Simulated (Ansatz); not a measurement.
The starting structures come from a database of crystals and need not be the phases stable at ambient conditions.

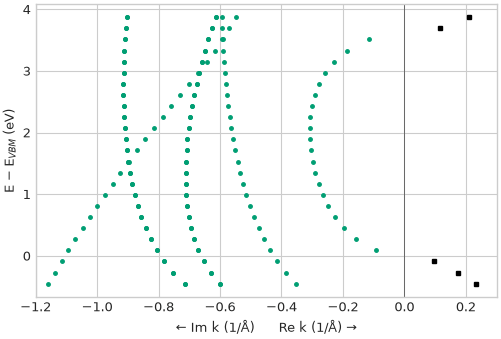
Fig. 1. Complex bands at the centre of the two-dimensional zone; r2SCAN (Ansatz, a program for electronic structure)

The gap is the functional's own, uncorrected, and κ follows it; spin-orbit coupling is left out. Mid-gap values are interpolated between the computed energies.

**Question.** This is CaO (P6_3/mmc, not sure to be the ambient phase, 4 atoms a cell, 16.5 Å³ an atom) along the normal of (001). Read off the slowest decay at the centre of the two-dimensional zone at 1.89 eV, the computed energy nearest the middle of the gap.

**Answer.** κ ≈ 0.31 1/Å, a decay length 1/(2κ) of the density of 1.6 Å.
